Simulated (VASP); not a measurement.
Band structure of CdO (rock salt). Level of theory: PBEsol GGA, VASP's PBE PAW potentials (set 64) (plane waves; VASP).

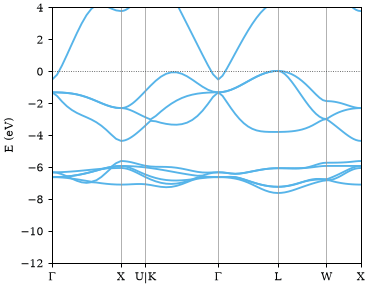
*Bands along high-symmetry lines, zero at the valence-band maximum or, without a gap, the Fermi level*

Problem. Read the plot: is there a gap, and where are the band edges?

Solution. It has no gap at this level: it comes out as a metal or semimetal. (Edges off the drawn lines would not show.)

The compound is CdO in the rock salt structure. It was relaxed first.
